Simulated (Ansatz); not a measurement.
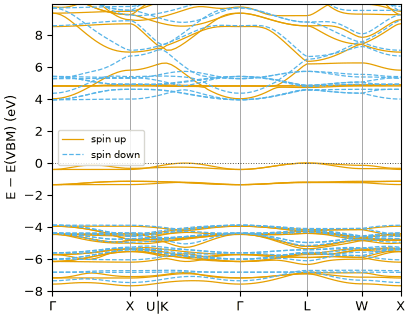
*Band structure from DFT-r²SCAN in the program Ansatz with PAW potentials*

**Question.** Read off the gap and where the band edges lie.

**Answer.** About 4.0 eV (3.96 eV by a search for the band edges); maximum at L, minimum at Γ.

**Question.** Pick the material that matches.
A) HfO2, fluorite
B) HfMnF6, Fm-3m (Hf on 4b, Mn on 4a, F on 24e)
C) Rb2ScInCl6, Fm-3m (Rb on 8c, Sc on 4a, In on 4b, Cl on 24e)
D) Cs2LiIrC6N6, Fm-3m (Pearson symbol cF64)

**Answer.** B, HfMnF6, Fm-3m (Hf on 4b, Mn on 4a, F on 24e)

The workflow started from a Materials Project entry (that database holds measured and hypothetical structures alike); the Crystallography Open Database copy checked does not list it. Whether it is the stable phase at ambient conditions was not checked. Symmetry was held in the r²SCAN relaxation; its stability against distortions is not shown here. Spin order of the final state: ferromagnetic, chosen from 3 collinear starts compared on coarse meshes (ties went to the first, and starts can fall back to one state), not a proven ground state. Other orbital occupations within this spin state were not tried. No Hubbard U is applied. Spin–orbit coupling is left out wherever it is not named.

Potentials: the later of the program's two PAW sets.
